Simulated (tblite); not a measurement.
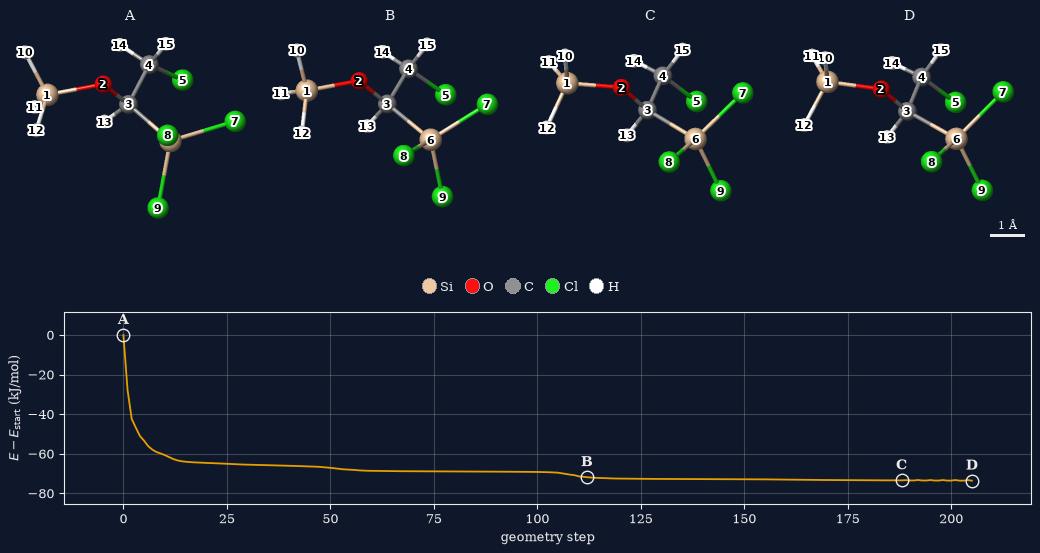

Frames of a relaxation of C$_{2}$H$_{6}$Cl$_{4}$OSi$_{2}$, marked on the history of the run. A ball-and-stick model, seen from a free direction.

Theory: tblite, GFN2-xTB geometry optimisation, gas phase. 

### What happens along the run?

After 205 geometry steps the energy has fallen by 73.5 kJ/mol. H11 moves most after the best rigid fit: 1.59 Å. By element the largest moves are H 1.59 Å, Cl 1.47 Å, C 0.54 Å, Si 0.42 Å, O 0.17 Å. Among the contacts that change: Cl5–Cl7 3.053 → 3.879 Å, C3–Si6 1.836 → 1.933 Å, Si6–Cl7 2.099 → 2.012 Å, Si6–Cl9 2.103 → 2.017 Å. Among the angles between lasting bonds that change: Si1–O2–C3 112.4° → 129.2°, Cl5–C4–H15 115.8° → 107.9°, O2–Si1–H10 104.9° → 98.1°. Groups turn about C3–Si6 by about 45°, Si1–O2 by about 40°, O2–C3 by about 25°. From step 0 to 112: Cl7 moves most (1.10 Å), energy −71.8 kJ/mol. From step 112 to 188: H11 moves most (0.95 Å), energy −1.62 kJ/mol. From step 188 to 205: H atoms move most (0.21 Å), energy −0.13 kJ/mol.
